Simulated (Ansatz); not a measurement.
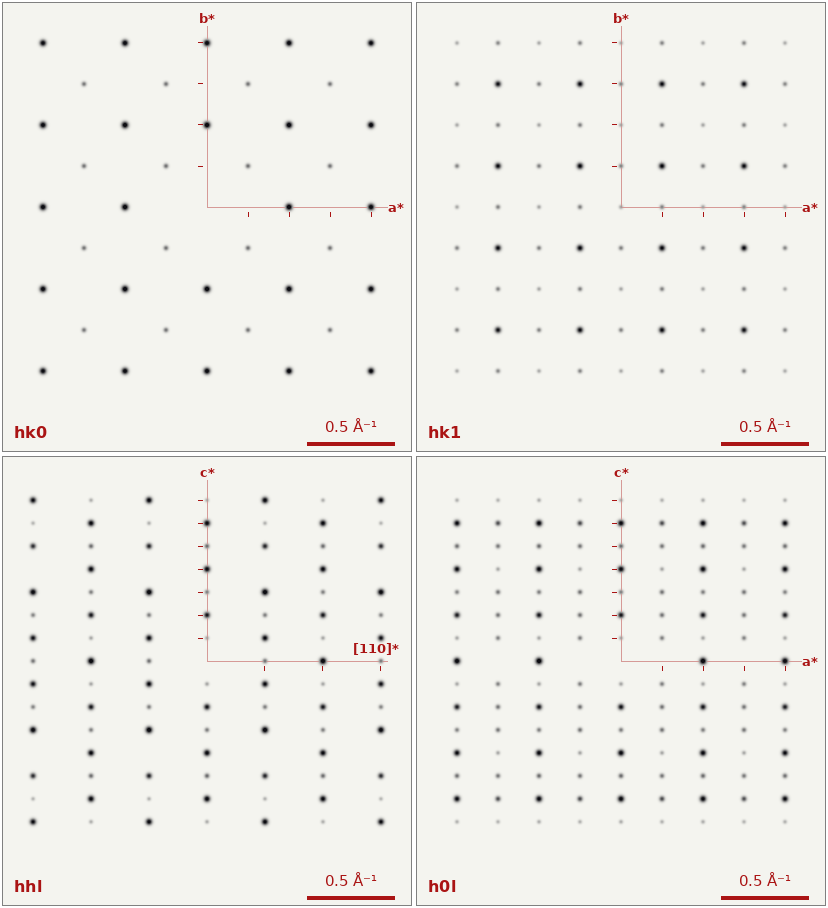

Four undistorted layers of reciprocal space, calculated for a single crystal (neutrons, kinematic |F|², B = 0.5 Å²). Tick marks count the reciprocal lattice steps of the conventional cell along each axis.

The compound is AlAs2. Structure: coordinates from a relaxation with Ansatz, DFT PBE, scalar-relativistic, plane waves, PAW; the starting structure was generated, so it need not be a known form of this composition.

What cell do the layers give?

a* = 0.236, b* = 0.236, c* = 0.132 Å⁻¹; the cell is tetragonal with a = 4.24 Å, c = 7.57 Å.

List the systematic absences.

Reflections are present only under these conditions. hkl: no condition; hk0: h + k = 2n; h0l: no condition; hhl: no condition; h00: h = 2n; 00l: no condition. The lattice is primitive (P). A few very weak reflections are below the display threshold.

Which space groups fit?

The intensities have Laue symmetry 4/mmm (the hk0 layer shows 4mm, hk1 shows 4mm). With these conditions only P4/nmm (No. 129) fits.
